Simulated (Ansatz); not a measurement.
AlSiH₆OF: several calculations on one system

## 1. Relaxation

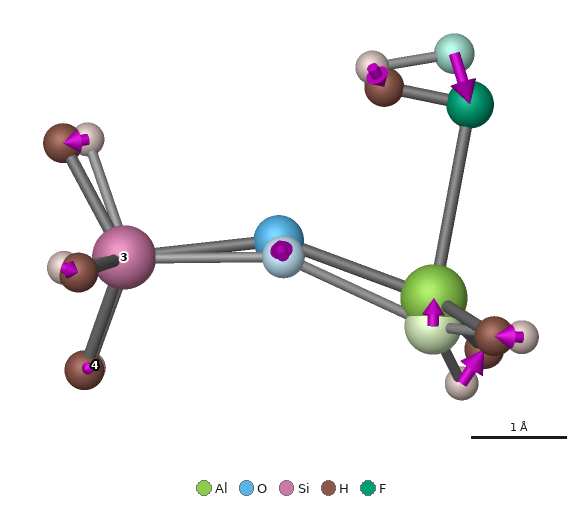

A relaxation of AlSiH₆OF. The starting structure is drawn faded, the final one solid; purple arrows show the displacements, at their true length. The two geometries are superimposed by the best rigid fit.

A ball-and-stick model, seen face on.

The run prepares an end point of a later path (reaction) calculation, from a guessed geometry.

Method: RHF/def2-SVP in Ansatz 0.2.0. Settings: no spin polarisation; force threshold 0.03 eV/Å; at most 50 steps.

Question: What happened in the run?

Answer: The energy falls by 26.9 kJ/mol in 9 geometry steps. Largest force component: 0.93 eV/Å at the start, 0.026 eV/Å at the end. The atom that moves furthest after the best rigid fit is the F atom (0.56 Å). Largest moves by element: F 0.56 Å, H 0.43 Å, Al 0.30 Å, O 0.29 Å, Si 0.05 Å. Near-neighbour distances that change, for instance: Al–F 2.881 → 2.074 Å, Al–H 2.798 → 2.283 Å, F–H 0.912 → 0.923 Å, Al–O 1.753 → 1.742 Å. New bonds form, among them: Al–F (2.88 → 2.07 Å). Bond angles that change, for instance: Al–O–Si 150.6° → 153.4°, H–Al–H 125.3° → 123.1°. Groups turn about Al–O by about 40°, O–Si by about 30°. The run took 17 s on 1 thread of Arm Neoverse V2 (shared host), peak memory 0.17 GiB.

Limits of the set-up: the start holds two separate molecules, 2.2 Å apart at their closest, whose relative position is a soft coordinate and is computed without a dispersion correction; Hartree-Fock leaves out electron correlation.

## 2. Relaxation

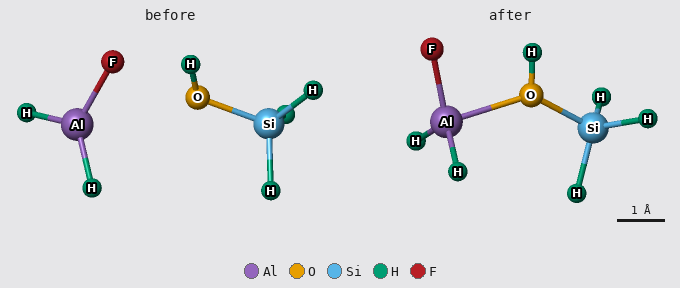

The structure of AlSiH6OF before (left) and after (right) a relaxation, at one scale.

Style: ball-and-stick. Shown at a tilt.

The run prepares an end point of a later path (reaction) calculation, from a guessed geometry.

Method: RHF/def2-SVP (Ansatz). (no spin polarisation; force threshold 0.03 eV/Å; at most 50 steps)

Summarise the run.

Answer. After 15 geometry steps the energy has fallen by 66.9 kJ/mol. Largest force component: 1.2 eV/Å at the start, 0.019 eV/Å at the end. The largest move after the best rigid fit is that of an H atom, 1.32 Å. By element the largest moves are H 1.32 Å, Al 0.66 Å, O 0.60 Å, F 0.60 Å, Si 0.36 Å. Among the contacts that change: Al–Si 4.432 → 3.436 Å, Al–O 2.968 → 1.994 Å, O–Si 1.664 → 1.706 Å, Al–H 1.567 → 1.584 Å. New bonds form, among them: Al–O (2.97 → 1.99 Å). Among the angles between lasting bonds that change: H–Al–H 126.4° → 120.7°, O–Si–H 109.0° → 104.8°, H–Si–H 109.2° → 112.4°. Groups turn about O–Si by about 55°.

Limits of the set-up: Hartree-Fock leaves out electron correlation.

## 3. Path

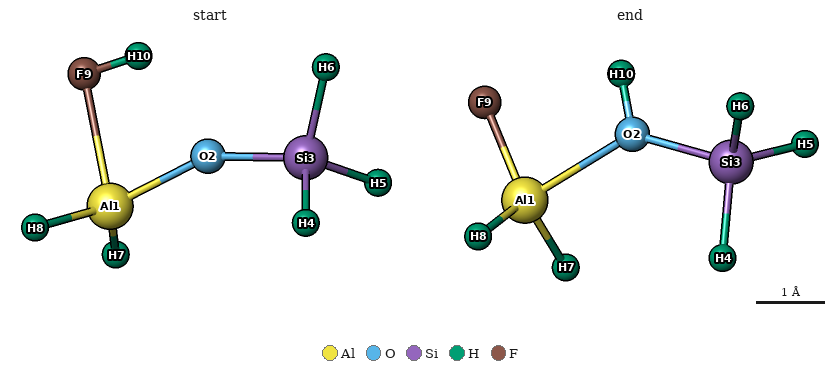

The two relaxed end points of a path for AlSiH6OF. A ball-and-stick model, seen at a tilt.

Computed with Ansatz, RHF/def2-SVP.

Set-up: 5 movable images; climbing image; force threshold 0.05 eV/Å; iteration limit 60.

Start:
```xyz
10

Al   -0.0461    0.0666    0.1048
O    -0.6529    0.1294    1.7367
Si   -1.3697   -0.5193    3.0580
H    -2.4295   -1.4775    2.6653
H    -0.3818   -1.2319    3.9012
H    -1.9809    0.5608    3.8683
H     1.3932   -0.5372   -0.0980
H    -1.1104    0.1565   -1.0510
F     0.3390    2.0571    0.5428
H    -0.0154    1.9546    1.3887
```

End:
```xyz
10

Al   -0.0083    0.3655   -0.0475
O    -0.5377    0.5501    1.8663
Si   -1.3095   -0.4286    3.0314
H    -1.7790   -1.6021    2.2845
H    -0.3233   -0.7804    4.0666
H    -2.4163    0.3497    3.6129
H     0.9524   -0.8944   -0.0372
H    -1.3880    0.3252   -0.8239
F     0.7434    1.8722    0.0485
H    -0.1882    1.4018    2.1149
```

Predict the minimum-energy path and its barrier.

Forward barrier 3.9 kcal/mol, backward barrier 21.5 kcal/mol, with image 2 at the top; the reaction energy is −17.6 kcal/mol. A hydrogen atom shifts from one atom to another. Breaking: F9–H10 (0.92 → 1.08 at the top → 2.31 Å). Forming: O2–H10 (1.96 → 1.27 at the top → 0.95 Å). The band is converged.

Energies of the converged images:

```json
{"image": "0", "path (Å)": "0.00", "E (kcal/mol)": "0.0"}
{"image": "1", "path (Å)": "0.96", "E (kcal/mol)": "0.0"}
{"image": "2", "path (Å)": "1.92", "E (kcal/mol)": "3.9"}
{"image": "3", "path (Å)": "2.38", "E (kcal/mol)": "-12.5"}
{"image": "4", "path (Å)": "2.84", "E (kcal/mol)": "-17.0"}
{"image": "5", "path (Å)": "3.30", "E (kcal/mol)": "-17.6"}
{"image": "6", "path (Å)": "3.76", "E (kcal/mol)": "-17.6"}
```

The geometry at the top of the path:

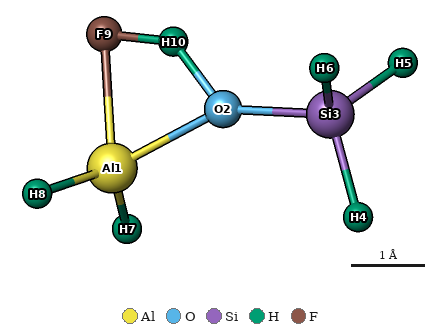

Limits of the set-up: Hartree-Fock leaves out electron correlation.

Cost: 2.9 min on 1 thread of Arm Neoverse V2, on a shared host, peak memory 0.17 GiB.
